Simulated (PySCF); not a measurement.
BCl2(OMe) (CH3BCl2O).

Method: BHandHLYP/6-31+G*; geometry: GFN2-xTB; program: PySCF. No frequency check shows the geometry to be a minimum. GFN2-xTB bond lengths at metals and heavier atoms can be off by up to 0.1 Å and shapes distorted, which carries into these values.

The calculation's input:

```python
import numpy as np
from pyscf import gto, scf, dft, tdscf
from pyscf.scf import atom_ks, atom_hf
from scipy.linalg import block_diag

def solve(mol, dm0=None, hcore=None):
    mf = (dft.UKS if mol.spin else dft.RKS)(mol, xc='bhandhlyp')
    mf.grids.level = 3
    mf = mf.density_fit(auxbasis='def2-universal-jkfit')
    mf.conv_tol, mf.max_cycle = 1e-8, 80
    if hcore is not None:
        mf.get_hcore = lambda *args: hcore
    mf.kernel(dm0)
    if not mf.converged:
        mf = mf.newton().run(mf.mo_coeff, mf.mo_occ, max_cycle=30)
    assert mf.converged, 'SCF not converged'
    return mf

mol = gto.M(atom='''
B      0.13898    -0.10399    -0.00122
Cl    -0.25467     1.60401     0.00017
Cl     1.79607    -0.59863     0.00003
O     -0.77389    -1.05782     0.00074
C     -2.18289    -0.90816     0.00035
H     -2.57815    -1.49770     0.82769
H     -2.56158    -1.30103    -0.94346
H     -2.47057     0.13875     0.11045
''', basis='6-31+g*', charge=0, spin=0, verbose=4)
mf = solve(mol)
td = mf.TDA()
td.nstates, td.singlet, td.conv_tol = 4, True, 1e-5
td.kernel()
td.analyze()
x, y = np.array([p[0] for p in td.xy]), np.array([p[1] + 0 * p[0] for p in td.xy])
f, mu = td.oscillator_strength(), td.transition_dipole()
nto = [td.get_nto(state=i + 1, verbose=4) for i in range(len(td.e))]
# spherically averaged free atoms, for the promolecule
atm = atom_ks.get_atm_nrks(mol, xc='bhandhlyp')
pro = block_diag(*[(atm[a[0]][2] * atm[a[0]][3]) @ atm[a[0]][2].T for a in mol._atom])
np.savez('result.npz', e=td.e, f=f, ok=td.converged, w=[n[0] for n in nto], nto=[n[1] for n in nto], x=x, y=y, c=mf.mo_coeff, occ=mf.mo_occ, eps=mf.mo_energy, pro=pro, mu=mu)
```

Command:

```sh
OMP_NUM_THREADS=1 python input.py
```

The run took 3.2 min on 1 thread of Arm Neoverse V2 (shared host), peak memory 0.57 GiB.

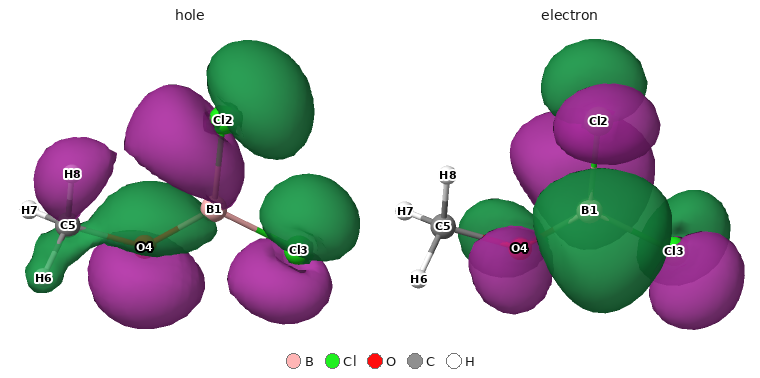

Leading natural transition orbital pair of S₃ (TDA singlet states); the surfaces enclose about 85 % of each orbital's density.

**Where does the state lie, and where do hole and electron sit?**

8.66 eV (143 nm), f = 0.001 (very weak); the leading pair carries 99 %; hole on O4 (35 %), Cl2 (34 %) and Cl3 (14 %), electron on B1 (48 %), Cl2 and Cl3 (16 % each) and O4 (16 %); their centroids lie 0.4 Å apart; S₄ lies within 0.1 eV of it. In canonical orbitals it is mainly HOMO−4 → LUMO+2 (49 %). The HOMO–LUMO gap is 10.58 eV.
